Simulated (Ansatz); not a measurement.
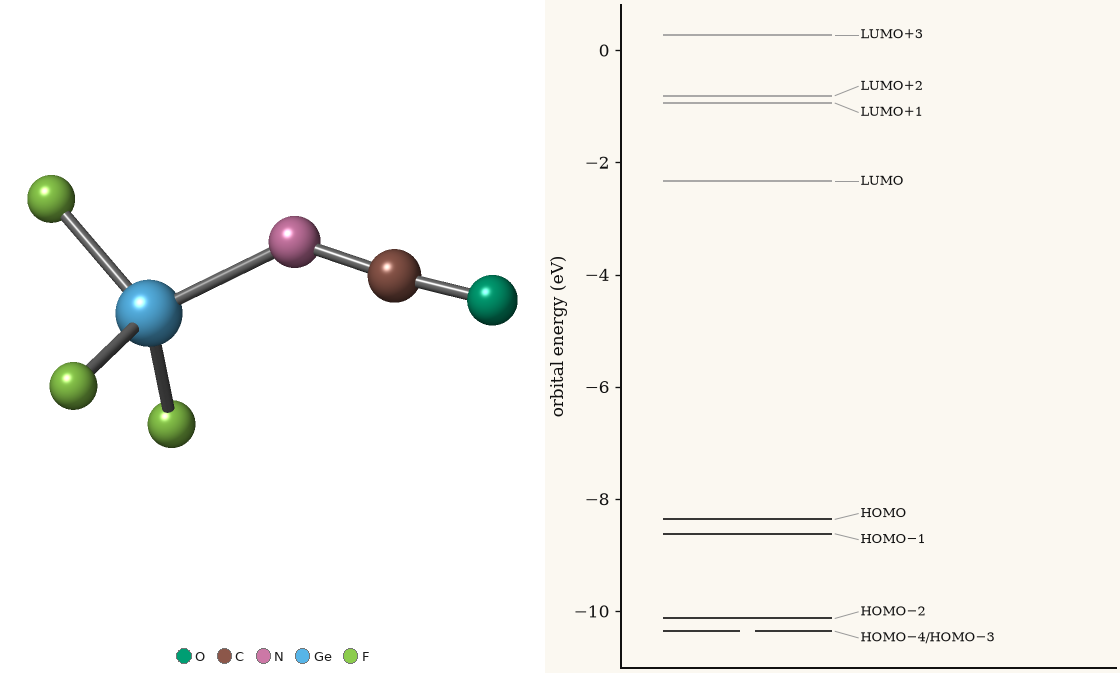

CF₃GeNO, SMILES O=C=[N][Ge]([F])([F])[F], singlet. Kohn-Sham orbital energies near the frontier, revPBE/def2-TZVPP, the Ansatz code, at a PBE0-D4/def2-TZVP geometry (with a soft imaginary mode, 3i cm⁻¹), isolated molecule; empty levels in grey, levels within 0.03 eV side by side.

**Where do the frontier orbitals lie?**

HOMO at −8.36 eV, LUMO at −2.34 eV, 6.02 eV apart.

**List the levels.**

```tsv
orbital	energy (eV)
LUMO+3	0.27
LUMO+2	−0.81
LUMO+1	−0.95
LUMO	−2.34
HOMO	−8.36
HOMO−1	−8.62
HOMO−2	−10.13
HOMO−3	−10.35
HOMO−4	−10.36
```

Known limits of this run: no scalar relativity up to krypton; empty levels above zero depend strongly on the basis.
